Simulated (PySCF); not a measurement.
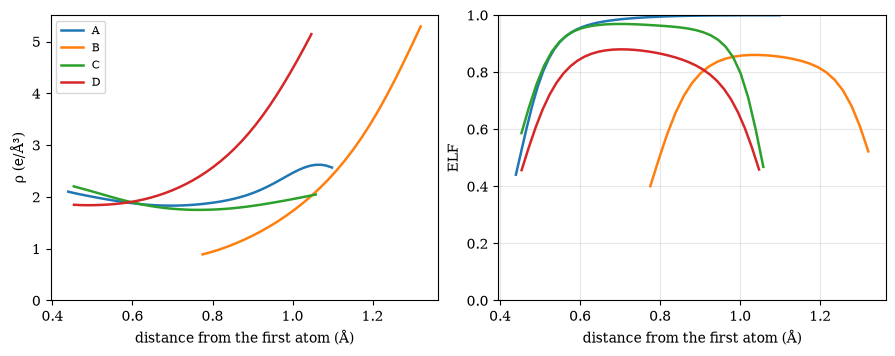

The picture shows: C₂H₁₀O₂Si₂ (SMILES CC(O[SiH3])O[SiH3]). Electron density and ELF along straight lines between neighbouring atoms. The curves leave out the atomic cores.

Geometry: PBE0-D3(BJ)/def2-SVP.

Method: PySCF, PBE0/pcSseg-1, SCF density, gas phase, non-relativistic.

```json
{"atom": "C", "x (Å)": "0.4719", "y (Å)": "0.7362", "z (Å)": "-0.1266"}
{"atom": "O", "x (Å)": "-0.7655", "y (Å)": "0.6112", "z (Å)": "0.5192"}
{"atom": "Si", "x (Å)": "-2.0724", "y (Å)": "-0.3304", "z (Å)": "0.0548"}
{"atom": "O", "x (Å)": "1.2420", "y (Å)": "-0.4118", "z (Å)": "0.0674"}
{"atom": "Si", "x (Å)": "1.4462", "y (Å)": "-1.0932", "z (Å)": "1.5862"}
{"atom": "C", "x (Å)": "0.3441", "y (Å)": "0.9864", "z (Å)": "-1.6113"}
{"atom": "H", "x (Å)": "0.9661", "y (Å)": "1.5971", "z (Å)": "0.3641"}
{"atom": "H", "x (Å)": "-2.8127", "y (Å)": "0.3013", "z (Å)": "-1.0792"}
{"atom": "H", "x (Å)": "-2.9519", "y (Å)": "-0.3980", "z (Å)": "1.2520"}
{"atom": "H", "x (Å)": "-1.6462", "y (Å)": "-1.7023", "z (Å)": "-0.3543"}
{"atom": "H", "x (Å)": "2.5908", "y (Å)": "-2.0332", "z (Å)": "1.4466"}
{"atom": "H", "x (Å)": "1.7595", "y (Å)": "-0.0313", "z (Å)": "2.5908"}
{"atom": "H", "x (Å)": "0.2371", "y (Å)": "-1.8489", "z (Å)": "2.0295"}
{"atom": "H", "x (Å)": "-0.1128", "y (Å)": "0.1129", "z (Å)": "-2.1029"}
{"atom": "H", "x (Å)": "-0.2733", "y (Å)": "1.8755", "z (Å)": "-1.8010"}
{"atom": "H", "x (Å)": "1.3388", "y (Å)": "1.1382", "z (Å)": "-2.0519"}
```

Which curve belongs to which contact (C–C, C–H, C–O and Si–O)? The first atom named is at distance zero.

Curve A: C–H (1.10 Å): ρ at the midpoint is about 1.9 e/Å³; the ELF climbs to about 1 towards the hydrogen, as it does in any bond to H; a covalent bond by its length. Curve B: Si–O (1.68 Å): ρ is about 1 e/Å³ halfway; the ELF peaks at about 0.85 between the atoms; a shared but strongly polarised pair. Curve C: C–C (1.51 Å): ρ at the midpoint is about 1.8 e/Å³; the ELF peaks at about 0.95 between the atoms (a covalent bond). Curve D: C–O (1.40 Å): the density is about 2.1 e/Å³ at the midpoint, with its minimum of 1.8 e/Å³ about 0.5 Å from C; the ELF peaks at about 0.90 between the atoms (a shared but strongly polarised pair).
